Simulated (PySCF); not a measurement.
**BH6N2P: a tour of settings**

Aim: see how BH6N2P (`NB(N)P`) answers to the choice of functional, basis, grid and SCF options.

Programs: PySCF 2.14.0, with density-fitted response routines of our own. Each step states its level of theory. These are calculated values for one molecule, in the gas phase or a continuum, unless marked as measured. Atoms are numbered from 0 throughout.

### 1 The molecule as given

10 atoms, charge 0, multiplicity 1; geometry from: GFN2-xTB.

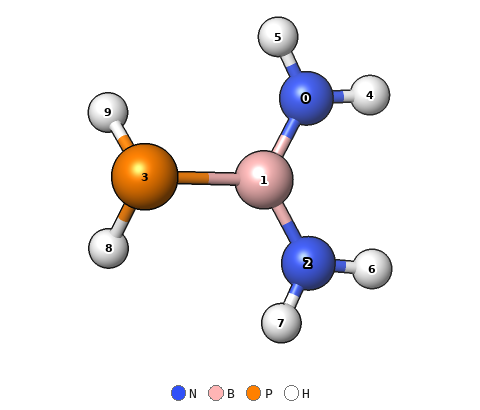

The starting geometry (nitrogen blue, boron pink, phosphorus orange, hydrogen white), atoms numbered.

### 2 Shielding tensors: LDA/def2-TZVPP in chloroform

What the job is given:

```
{"job": {"kind": "nmr", "xc": "LDA", "basis": "def2-TZVPP", "solvent": "chloroform", "pop": false, "grid": 4}, "charge": 0, "multiplicity": 1}
N     -0.653741     1.285935    -0.176213
B     -0.090113     0.004198    -0.157176
N     -0.905405    -1.134272    -0.141032
P      1.829400    -0.195452    -0.226476
H     -1.644327     1.454572    -0.200816
H     -0.109304     2.127946    -0.221984
H     -1.909674    -1.095972    -0.166916
H     -0.545883    -2.071512    -0.155948
H      1.916944    -1.180714     0.743194
H      2.120987     0.809926     0.680838
```

With the program's defaults for keys left out, this is: GIAO LDA/def2-TZVPP NMR shielding, non-relativistic, IEF-PCM chloroform.

Run with:

```
$ OMP_NUM_THREADS=1 python probes_run.py task.json out
```

One launch serves the whole session: the jobs run in the order shown.

Log:

```text
coarse grid: 8560 points
cycle   1  E = -476.9246683414  dE =  2.828e-01  |g| = 6.843e-01  |ddm| = 2.255e+00
cycle   2  E = -476.6906816740  dE =  2.340e-01  |g| = 1.218e+00  |ddm| = 1.476e+00
cycle   3  E = -477.0303011920  dE = -3.396e-01  |g| = 9.006e-02  |ddm| = 1.017e+00
cycle   4  E = -477.0319863990  dE = -1.685e-03  |g| = 5.269e-02  |ddm| = 1.364e-01
cycle   5  E = -477.0326628412  dE = -6.764e-04  |g| = 8.382e-03  |ddm| = 5.219e-02
cycle   6  E = -477.0326792322  dE = -1.639e-05  |g| = 4.397e-03  |ddm| = 9.873e-03
cycle   7  E = -477.0326838807  dE = -4.649e-06  |g| = 5.021e-04  |ddm| = 3.386e-03
final grid: 207184 points
cycle   8  E = -477.0194221111  dE = -5.383e-05  |g| = 6.484e-03  |ddm| = 5.605e-02
cycle   9  E = -477.0194039747  dE =  1.814e-05  |g| = 1.142e-02  |ddm| = 8.545e-03
cycle  10  E = -477.0194295494  dE = -2.557e-05  |g| = 6.489e-04  |ddm| = 5.960e-03
cycle  11  E = -477.0194296428  dE = -9.341e-08  |g| = 2.140e-04  |ddm| = 6.684e-04
cycle  12  E = -477.0194296546  dE = -1.171e-08  |g| = 3.792e-05  |ddm| = 2.123e-04
cycle  13  E = -477.0194296547  dE = -1.256e-10  |g| = 2.870e-05  |ddm| = 3.859e-05
converged SCF energy = -477.0194296547

GIAO shielding tensors (ppm)
atom      isotropic    diamagn.    paramagn.     s11        s22        s33       span
  0 N      189.749     306.571    -116.822    125.750    204.853    238.644    112.894
  1 B       67.375     193.352    -125.977     43.477     49.475    109.173     65.696
  2 N      189.914     306.566    -116.652    125.623    205.480    238.638    113.016
  3 P      566.104     966.509    -400.405    469.682    604.723    623.907    154.225
  4 H       28.288      30.176      -1.889     22.965     24.684     37.214     14.249
  5 H       28.320      30.316      -1.996     22.399     26.946     35.614     13.215
  6 H       28.280      30.166      -1.886     22.973     24.680     37.189     14.216
  7 H       28.316      30.282      -1.966     22.405     26.918     35.624     13.219
  8 H       29.808      31.208      -1.400     24.780     27.843     36.800     12.020
  9 H       29.832      31.238      -1.406     24.789     27.890     36.816     12.027
```

It took 15 s on 1 thread of Arm Neoverse V2, shared host; peak memory 0.71 GiB.

No reference compound was run at this level, so shieldings alone are listed. Atoms listed in one row are averaged.

| atoms | environment | σ (ppm) |
| --- | --- | --- |
| H4, H5, H6, H7 | hydrogen on a nitrogen bonded to B | 28.30 |
| H8, H9 | hydrogen on a phosphorus bonded to B | 29.82 |
| N0, N2 | nitrogen bonded to B, 2 H | 189.8 |
| B1 | boron bonded to 2 N, P | 67.4 |
| P3 | phosphorus bonded to B, 2 H | 566.1 |

### 3 Ultraviolet spectrum: PBE0/3-21G

Settings changed since step 2:

```diff
@@ -1,2 +1,2 @@
-{"job": {"kind": "nmr", "xc": "LDA", "basis": "def2-TZVPP", "solvent": "chloroform", "pop": false, "grid": 4}, "charge": 0, "multiplicity": 1}
+{"job": {"kind": "uv", "xc": "PBE0", "basis": "3-21G", "nstates": 6, "ntriplets": 5, "tda": false}, "charge": 0, "multiplicity": 1}
 N     -0.653741     1.285935    -0.176213
```

Level: TDDFT PBE0/3-21G, vertical, gas phase, core orbitals frozen in the response.

Log:

```text
coarse grid: 8560 points
cycle   1  E = -476.5429797348  dE =  9.829e-02  |g| = 4.239e-01  |ddm| = 2.837e+00
cycle   2  E = -476.5417435881  dE =  1.236e-03  |g| = 4.539e-01  |ddm| = 7.839e-01
cycle   3  E = -476.5855980839  dE = -4.385e-02  |g| = 3.744e-02  |ddm| = 3.980e-01
cycle   4  E = -476.5859423028  dE = -3.442e-04  |g| = 1.214e-02  |ddm| = 5.366e-02
cycle   5  E = -476.5859895667  dE = -4.726e-05  |g| = 5.974e-04  |ddm| = 1.832e-02
cycle   6  E = -476.5859897198  dE = -1.531e-07  |g| = 1.805e-04  |ddm| = 2.153e-03
final grid: 77352 points
cycle   7  E = -476.5974781839  dE = -1.202e-05  |g| = 6.610e-03  |ddm| = 1.520e-02
cycle   8  E = -476.5974745253  dE =  3.659e-06  |g| = 7.936e-03  |ddm| = 1.269e-02
cycle   9  E = -476.5974880274  dE = -1.350e-05  |g| = 3.263e-04  |ddm| = 6.653e-03
cycle  10  E = -476.5974880593  dE = -3.191e-08  |g| = 7.691e-05  |ddm| = 4.828e-04
cycle  11  E = -476.5974880608  dE = -1.506e-09  |g| = 2.785e-05  |ddm| = 1.174e-04
cycle  12  E = -476.5974880609  dE = -1.634e-10  |g| = 5.512e-06  |ddm| = 2.543e-05
converged SCF energy = -476.5974880609

Static polarisability (au): isotropic 41.790, principal 25.949 47.387 52.036

Singlet excitations
state   eV       nm        f      main configurations
  1   7.3130    169.5   0.05269   H->L 0.96
  2   7.4985    165.3   0.00421   H-1->L 0.90, H->L+1 0.08
  3   7.6094    162.9   0.14127   H->L+1 0.86, H-1->L 0.08
  4   7.6265    162.6   0.02378   H-1->L+1 0.84, H-1->L+2 0.10
  5   8.2559    150.2   0.01195   H-1->L+2 0.63, H-1->L+3 0.32
  6   8.4710    146.4   0.03418   H->L+2 0.87, H->L+3 0.10

Triplet excitations (Tamm-Dancoff, eV): 6.1024 6.4376 6.5671 7.3365 7.4175
```

It took 3 s on 1 thread of Arm Neoverse V2, shared host; peak memory 0.58 GiB.

The orbitals next to the gap, with their largest atomic shares:

| orbital | eV | atoms |
| --- | --- | --- |
| HOMO−3 | -9.42 | P3 32 %, B1 29 %, N2 14 % |
| HOMO−2 | -8.58 | B1 27 %, N0 22 %, N2 21 % |
| HOMO−1 | -6.53 | N2 50 %, N0 49 % |
| HOMO | -6.41 | P3 83 %, N0 5 %, B1 4 % |
| LUMO | 2.14 | P3 45 %, H8 24 %, H9 21 % |
| LUMO+1 | 2.21 | B1 33 %, P3 24 %, H9 12 % |
| LUMO+2 | 3.16 | B1 18 %, N0 17 %, N2 16 % |

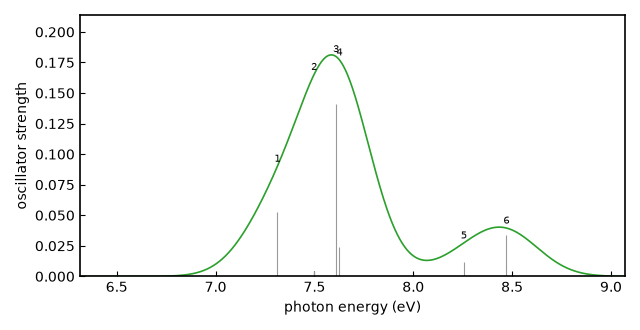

Absorption spectrum from the 6 singlet states computed; above the last one it falls off for lack of states. Lines are broadened to a width of 0.40 eV (Gaussian).

Ground-state properties from the same run:

| property | computed |
| --- | --- |
| dipole moment (D) | 3.28 |
| polarisability (Å³) | 6.19 |
| HOMO–LUMO gap (eV) | 8.55 |
| −ε(HOMO) (eV) | 6.41 |

### 4 Indirect couplings: HCTH407/cc-pVDZ

Settings changed since step 3:

```diff
@@ -1,2 +1,2 @@
-{"job": {"kind": "uv", "xc": "PBE0", "basis": "3-21G", "nstates": 6, "ntriplets": 5, "tda": false}, "charge": 0, "multiplicity": 1}
+{"job": {"kind": "j", "xc": "HCTH407", "basis": "cc-pVDZ", "grid": 1}, "charge": 0, "multiplicity": 1}
 N     -0.653741     1.285935    -0.176213
```

Level: HCTH407/cc-pVDZ indirect spin-spin coupling, non-relativistic, gas phase.

Log:

```text
final grid: 36664 points
cycle   1  E = -479.3352328005  dE =  3.385e-01  |g| = 6.508e-01  |ddm| = 6.181e+00
cycle   2  E = -479.1837405256  dE =  1.515e-01  |g| = 1.028e+00  |ddm| = 2.816e+00
cycle   3  E = -479.4355231257  dE = -2.518e-01  |g| = 7.904e-02  |ddm| = 1.610e+00
cycle   4  E = -479.4376582800  dE = -2.135e-03  |g| = 1.846e-02  |ddm| = 2.438e-01
cycle   5  E = -479.4377531871  dE = -9.491e-05  |g| = 5.824e-03  |ddm| = 5.600e-02
cycle   6  E = -479.4377669886  dE = -1.380e-05  |g| = 1.268e-03  |ddm| = 1.380e-02
cycle   7  E = -479.4377673771  dE = -3.885e-07  |g| = 4.838e-04  |ddm| = 2.875e-03
cycle   8  E = -479.4377674490  dE = -7.192e-08  |g| = 1.012e-04  |ddm| = 1.120e-03
cycle   9  E = -479.4377674512  dE = -2.197e-09  |g| = 6.016e-05  |ddm| = 2.078e-04
cycle  10  E = -479.4377674520  dE = -8.422e-10  |g| = 1.073e-05  |ddm| = 9.350e-05
converged SCF energy = -479.4377674520

Indirect spin-spin couplings (Hz)
  i      j    bonds     total        FC       PSO       DSO        SD
  0 N    1 B    1    -35.820   -37.375     1.830    -0.111    -0.164
  0 N    2 N    2      0.262     0.146    -0.057    -0.004     0.177
  0 N    3 P    2     -4.172    -4.347     0.232     0.011    -0.069
  0 N    4 H    1    -72.675   -69.417    -2.693    -0.296    -0.270
  0 N    5 H    1    -77.178   -74.037    -2.584    -0.293    -0.264
  0 N    6 H    3     -1.379    -1.578     0.106     0.029     0.064
  0 N    7 H    3     -3.645    -3.785    -0.113     0.249     0.003
  0 N    8 H    3     -1.781    -1.907    -0.009     0.134     0.001
  0 N    9 H    3     -1.211    -1.213     0.016    -0.037     0.023
  1 B    2 N    1    -35.864   -37.418     1.830    -0.111    -0.164
  1 B    3 P    1     48.890    50.742    -4.118     0.263     2.002
  1 B    4 H    2      1.585     2.675    -0.156    -0.805    -0.128
  1 B    5 H    2      4.839     5.804    -0.133    -0.757    -0.076
  1 B    6 H    2      1.586     2.676    -0.156    -0.805    -0.129
  1 B    7 H    2      4.851     5.816    -0.132    -0.757    -0.076
  1 B    8 H    2     -4.511    -4.382    -0.242     0.084     0.029
  1 B    9 H    2     -4.517    -4.381    -0.247     0.083     0.027
  2 N    3 P    2     -4.634    -4.805     0.233     0.011    -0.073
  2 N    4 H    3     -1.378    -1.577     0.106     0.029     0.064
  2 N    5 H    3     -3.642    -3.783    -0.112     0.250     0.003
  2 N    6 H    1    -72.734   -69.476    -2.693    -0.296    -0.270
  2 N    7 H    1    -77.152   -74.011    -2.586    -0.292    -0.264
  2 N    8 H    3     -1.135    -1.139     0.016    -0.033     0.022
  2 N    9 H    3     -1.847    -1.974    -0.010     0.136     0.001
  3 P    4 H    3      8.536     9.033     0.203    -0.761     0.060
  3 P    5 H    3      2.802     3.007     0.054    -0.024    -0.236
  3 P    6 H    3      8.831     9.329     0.200    -0.760     0.062
  3 P    7 H    3      2.821     3.003     0.066    -0.023    -0.225
  3 P    8 H    1    157.900   151.017     6.080     0.388     0.415
  3 P    9 H    1    157.929   151.048     6.080     0.389     0.412
  4 H    5 H    2     -3.933    -3.710     5.142    -5.364         -
  4 H    6 H    4      0.641     0.237    -0.773     1.177         -
  4 H    7 H    4     -0.777    -0.004     1.533    -2.306         -
  4 H    8 H    4     -0.256     0.470     0.964    -1.691         -
  4 H    9 H    4     -0.280     0.155     1.118    -1.553         -
  5 H    6 H    4     -0.777    -0.004     1.532    -2.306         -
  5 H    7 H    4      1.438     2.282     1.629    -2.472         -
  5 H    8 H    4     -1.192    -0.270     0.621    -1.543         -
  5 H    9 H    4      0.478    -0.242    -0.657     1.376         -
  6 H    7 H    2     -3.922    -3.700     5.141    -5.363         -
  6 H    8 H    4     -0.349     0.091     1.111    -1.551         -
  6 H    9 H    4     -0.193     0.539     0.965    -1.696         -
  7 H    8 H    4      0.439    -0.248    -0.622     1.308         -
  7 H    9 H    4     -1.189    -0.249     0.631    -1.571         -
  8 H    9 H    2    -13.763   -13.633     0.822    -0.952         -
```

Wall time 7.1 s (1 thread of Arm Neoverse V2, shared host); peak memory 0.58 GiB.

The basis is not made for couplings: without tight functions at the nuclei these values are rough.

A choice of the couplings up to four bonds, sorted by the number of bonds, with means over like pairs; isotopes 11B, 1H, 15N, 31P:

| pair | bonds | J (Hz) | Fermi contact (Hz) |
| --- | --- | --- | --- |
| P3–H8 | 1 | 157.9 | 151.0 |
| N0–H4 | 1 | -74.9 | -71.7 |
| B1–P3 | 1 | 48.9 | 50.7 |
| N0–B1 | 1 | -35.8 | -37.4 |
| H8–H9 | 2 | -13.8 | -13.6 |
| B1–H8 | 2 | -4.5 | -4.4 |
| N0–P3 | 2 | -4.4 | -4.6 |
| H4–H5 | 2 | -3.9 | -3.7 |
| B1–H4 | 2 | 3.2 | 4.2 |
| P3–H4 | 3 | 5.7 | 6.1 |
| N0–H6 | 3 | -2.5 | -2.7 |
| N0–H8 | 3 | -1.5 | -1.6 |

Means hide unlike values in this fixed geometry: P3–H4 from 2.8 to 8.8 Hz. They hold only if the pairs exchange fast.

The spin-dipole term was solved for some atoms only; pairs without it lack that part.

Quadrupole couplings from the field gradients of the same density:

| atom | isotope | eQq/h (MHz) | η |
| --- | --- | --- | --- |
| N2 | 14N | -4.261 | 0.39 |
| N0 | 14N | -4.254 | 0.39 |
| B1 | 11B | 2.293 | 0.12 |

### 5 Indirect couplings: BP86/def2-SVPD

Settings changed since step 4:

```diff
@@ -1,2 +1,2 @@
-{"job": {"kind": "j", "xc": "HCTH407", "basis": "cc-pVDZ", "grid": 1}, "charge": 0, "multiplicity": 1}
+{"job": {"kind": "j", "xc": "BP86", "basis": "def2-SVPD", "scf": {"level_shift": 0.3}}, "charge": 0, "multiplicity": 1}
 N     -0.653741     1.285935    -0.176213
```

Method: BP86/def2-SVPD indirect spin-spin coupling, non-relativistic, gas phase.

Log:

```text
final grid: 77352 points
cycle   1  E = -479.1711272957  dE =  2.662e-01  |g| = 5.130e-01  |ddm| = 4.291e+00
cycle   2  E = -479.2028997338  dE = -3.177e-02  |g| = 4.619e-01  |ddm| = 1.012e+00
cycle   3  E = -479.2428322193  dE = -3.993e-02  |g| = 1.146e-01  |ddm| = 3.861e-01
cycle   4  E = -479.2457895277  dE = -2.957e-03  |g| = 2.920e-02  |ddm| = 1.394e-01
cycle   5  E = -479.2460022039  dE = -2.127e-04  |g| = 4.110e-03  |ddm| = 5.260e-02
cycle   6  E = -479.2460109224  dE = -8.719e-06  |g| = 1.427e-03  |ddm| = 2.277e-02
cycle   7  E = -479.2460123135  dE = -1.391e-06  |g| = 5.671e-04  |ddm| = 1.041e-02
cycle   8  E = -479.2460126053  dE = -2.919e-07  |g| = 2.713e-04  |ddm| = 5.906e-03
cycle   9  E = -479.2460126828  dE = -7.746e-08  |g| = 1.438e-04  |ddm| = 3.282e-03
cycle  10  E = -479.2460127060  dE = -2.325e-08  |g| = 7.386e-05  |ddm| = 1.910e-03
cycle  11  E = -479.2460127130  dE = -6.993e-09  |g| = 4.350e-05  |ddm| = 1.129e-03
cycle  12  E = -479.2460127153  dE = -2.292e-09  |g| = 2.409e-05  |ddm| = 6.642e-04
cycle  13  E = -479.2460127161  dE = -7.665e-10  |g| = 1.325e-05  |ddm| = 3.872e-04
level shift removed, Fock matrix diagonalised once more
converged SCF energy = -479.2460127161

Indirect spin-spin couplings (Hz)
  i      j    bonds     total        FC       PSO       DSO        SD
  0 N    1 B    1    -62.875   -64.455     1.820    -0.108    -0.132
  0 N    2 N    2      1.458     1.396    -0.083    -0.004     0.147
  0 N    3 P    2     -6.774    -7.096     0.323     0.012    -0.013
  0 N    4 H    1    -93.718   -90.447    -2.723    -0.286    -0.261
  0 N    5 H    1    -98.792   -95.637    -2.609    -0.283    -0.263
  0 N    6 H    3     -2.469    -2.649     0.095     0.029     0.056
  0 N    7 H    3     -5.661    -5.762    -0.130     0.249    -0.017
  0 N    8 H    3     -2.694    -2.810    -0.018     0.133    -0.000
  0 N    9 H    3     -2.031    -2.031     0.013    -0.036     0.023
  1 B    2 N    1    -62.952   -64.530     1.819    -0.108    -0.132
  1 B    3 P    1     58.510    60.179    -4.057     0.261     2.127
  1 B    4 H    2     -0.945     0.148    -0.165    -0.807    -0.121
  1 B    5 H    2     -0.258     0.721    -0.165    -0.755    -0.058
  1 B    6 H    2     -0.948     0.144    -0.165    -0.806    -0.121
  1 B    7 H    2     -0.259     0.719    -0.165    -0.755    -0.058
  1 B    8 H    2     -7.524    -7.364    -0.288     0.086     0.042
  1 B    9 H    2     -7.548    -7.382    -0.293     0.086     0.040
  2 N    3 P    2     -7.405    -7.723     0.325     0.011    -0.018
  2 N    4 H    3     -2.470    -2.651     0.095     0.029     0.056
  2 N    5 H    3     -5.654    -5.757    -0.130     0.249    -0.017
  2 N    6 H    1    -93.766   -90.495    -2.724    -0.286    -0.261
  2 N    7 H    1    -98.771   -95.616    -2.610    -0.283    -0.263
  2 N    8 H    3     -1.907    -1.909     0.012    -0.033     0.023
  2 N    9 H    3     -2.796    -2.913    -0.018     0.136    -0.001
  3 P    4 H    3      8.380     8.752     0.297    -0.760     0.091
  3 P    5 H    3      2.448     2.705     0.028    -0.027    -0.259
  3 P    6 H    3      8.663     9.035     0.293    -0.759     0.094
  3 P    7 H    3      2.474     2.709     0.039    -0.026    -0.247
  3 P    8 H    1    144.639   137.725     7.074     0.363    -0.523
  3 P    9 H    1    144.586   137.673     7.076     0.364    -0.528
  4 H    5 H    2     -5.922    -5.725     5.138    -5.335         -
  4 H    6 H    4      0.493     0.122    -0.801     1.171         -
  4 H    7 H    4     -0.649     0.012     1.634    -2.295         -
  4 H    8 H    4      0.244     0.898     1.030    -1.684         -
  5 H    6 H    4     -0.649     0.013     1.633    -2.295         -
  5 H    7 H    4      1.102     1.824     1.740    -2.461         -
  5 H    8 H    4     -0.942    -0.077     0.675    -1.539         -
  5 H    9 H    4      0.491    -0.183    -0.698     1.372         -
  6 H    7 H    2     -5.914    -5.718     5.137    -5.334         -
  6 H    9 H    4      0.308     0.966     1.031    -1.690         -
  7 H    8 H    4      0.448    -0.196    -0.661     1.305         -
  7 H    9 H    4     -0.947    -0.065     0.685    -1.567         -
  8 H    9 H    2    -12.630   -12.502     0.819    -0.946         -
```

Run time: 14 s. Hardware: 1 thread of Arm Neoverse V2, shared host; peak memory 0.58 GiB.

The basis is not made for couplings: without tight functions at the nuclei these values are rough.

This run: J(P3,H8) 144.6 Hz, J(N0,H4) -96.3 Hz, J(N0,B1) -62.9 Hz (means over like pairs).

### 6 Excited states and response: HCTH407/6-31G in dichloromethane

Settings changed since step 5:

```diff
@@ -1,2 +1,2 @@
-{"job": {"kind": "j", "xc": "BP86", "basis": "def2-SVPD", "scf": {"level_shift": 0.3}}, "charge": 0, "multiplicity": 1}
+{"job": {"kind": "uv", "xc": "HCTH407", "basis": "6-31G", "solvent": "dichloromethane", "nstates": 6, "ntriplets": 0, "tda": false, "scf": {"aux": "def2-qzvpp-jkfit"}}, "charge": 0, "multiplicity": 1}
 N     -0.653741     1.285935    -0.176213
```

Level: TDDFT HCTH407/6-31G, vertical, IEF-PCM dichloromethane (non-equilibrium linear response), core orbitals frozen in the response.

Log:

```text
final grid: 77352 points
cycle   1  E = -479.2629704547  dE =  3.487e-01  |g| = 6.196e-01  |ddm| = 2.954e+00
cycle   2  E = -479.1405496183  dE =  1.224e-01  |g| = 9.527e-01  |ddm| = 1.474e+00
cycle   3  E = -479.3539813464  dE = -2.134e-01  |g| = 6.929e-02  |ddm| = 8.843e-01
cycle   4  E = -479.3555664487  dE = -1.585e-03  |g| = 1.289e-02  |ddm| = 1.188e-01
cycle   5  E = -479.3556286406  dE = -6.219e-05  |g| = 1.921e-03  |ddm| = 2.752e-02
cycle   6  E = -479.3556301171  dE = -1.476e-06  |g| = 7.186e-04  |ddm| = 5.089e-03
cycle   7  E = -479.3556302777  dE = -1.606e-07  |g| = 1.815e-04  |ddm| = 1.055e-03
cycle   8  E = -479.3556302833  dE = -5.603e-09  |g| = 1.121e-04  |ddm| = 2.340e-04
cycle   9  E = -479.3556302863  dE = -3.003e-09  |g| = 7.487e-06  |ddm| = 1.051e-04
cycle  10  E = -479.3556302863  dE = -2.183e-11  |g| = 3.656e-07  |ddm| = 1.552e-05
converged SCF energy = -479.3556302863

Static polarisability (au): isotropic 55.987, principal 34.871 64.588 68.503

Singlet excitations
state   eV       nm        f      main configurations
  1   6.2252    199.2   0.00454   H->L+1 0.98
  2   6.4223    193.1   0.01798   H->L 0.86
  3   7.0123    176.8   0.12525   H-1->L 0.88
  4   7.0251    176.5   0.05818   H-1->L+1 0.95
  5   7.2987    169.9   0.00330   H->L+2 0.63, H->L+3 0.35
  6   7.5198    164.9   0.16251   H-1->L+2 0.91
```

It took 3.6 s on 1 thread of Arm Neoverse V2, shared host; peak memory 0.58 GiB.

Key values: HOMO -5.31 eV, LUMO 0.84 eV; lowest singlet 6.23 eV.

### 7 Comparing the runs: electronic excitations

Excitations and ground-state properties, with basis size and wall time:

| run | lowest singlet (eV) | brightest (eV) | f | gap (eV) | α (Å³) | μ (D) | functions | time |
| --- | --- | --- | --- | --- | --- | --- | --- | --- |
| PBE0/3-21G | 7.31 | 7.61 | 0.141 | 8.55 | 6.19 | 3.28 | 52 | 3 s |
| HCTH407/6-31G in dichloromethane | 6.23 | 7.52 | 0.163 | 6.15 | 8.30 | 3.80 | 52 | 3.6 s |

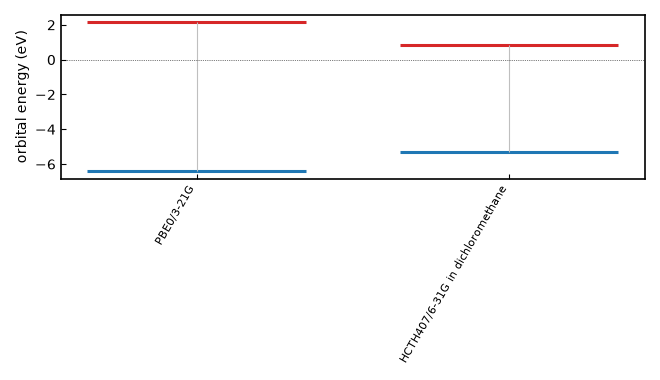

HOMO (blue) and LUMO (red) run by run.

### 8 Side by side: spin-spin couplings

Couplings (Hz), each a mean over the pairs like the one named, with basis size and wall time:

| run | P3–H8 | N0–H4 | B1–P3 | N0–B1 | H8–H9 | B1–H8 | N0–P3 | functions | time |
| --- | --- | --- | --- | --- | --- | --- | --- | --- | --- |
| HCTH407/cc-pVDZ | 157.9 | -74.9 | 48.9 | -35.8 | -13.8 | -4.5 | -4.4 | 90 | 7.1 s |
| BP86/def2-SVPD | 144.6 | -96.3 | 58.5 | -62.9 | -12.6 | -7.5 | -7.1 | 132 | 14 s |

### 9 Summary of results

| quantity | value |
| --- | --- |
| shieldings of H, N, B, P (LDA/def2-TZVPP, chloroform, a mean where the table joins atoms) | H4 28.3, H8 29.8, N0 189.8, B1 67.4, P3 566.1 ppm |
| lowest singlet (PBE0/3-21G) | 7.31 eV (170 nm), f = 0.053 |
| brightest single state of those computed | state 3, 7.61 eV, f = 0.141 |
| lowest triplet | 6.10 eV |
| largest coupling of the table (HCTH407/cc-pVDZ) | ¹J(P,H) P3–H8, 157.9 Hz (mean over like pairs) |
| range of the lowest singlet | 6.23 to 7.31 eV |
| range of J(P3,H8), mean over like pairs | 144.6 to 157.9 Hz |

In words: Single values in the summary come from the first sound run of each kind (LDA/def2-TZVPP; PBE0/3-21G; HCTH407/cc-pVDZ), which need not be the best level. At LDA/def2-TZVPP: The widest tensor belongs to P3: span 154 ppm, with a paramagnetic part of -400 ppm. The first singlet state (HOMO→LUMO 0.96) lies at 7.31 eV and is bright; of the 6 states computed, the strongest absorption comes from states 3 to 4 together at 7.61 eV. The lowest triplet lies 1.21 eV below the lowest singlet (triplets in Tamm-Dancoff, singlets in full TDDFT). At PBE0/3-21G, states above −ε(HOMO) (6.41 eV) lie where TDDFT describes them poorly and they hang on the basis; all those computed, the lowest too, are among them. The basis of PBE0/3-21G has no diffuse functions, so Rydberg states are missing and the high states are unreliable. Of the pairs tabulated at HCTH407/cc-pVDZ, P3–H8 (mean over like pairs) couples most strongly (157.9 Hz; Fermi contact 151.0 Hz). The lowest singlet runs from 6.23 eV (HCTH407/6-31G in dichloromethane) to 7.31 eV (PBE0/3-21G), while the orbital gap spans 6.15 to 8.55 eV. The lowest state need not be the same one in every run. The coupling P3–H8, as a mean over pairs of its kind, runs from 144.6 Hz (BP86/def2-SVPD) to 157.9 Hz (HCTH407/cc-pVDZ). Couplings from bases without tight functions are rough.
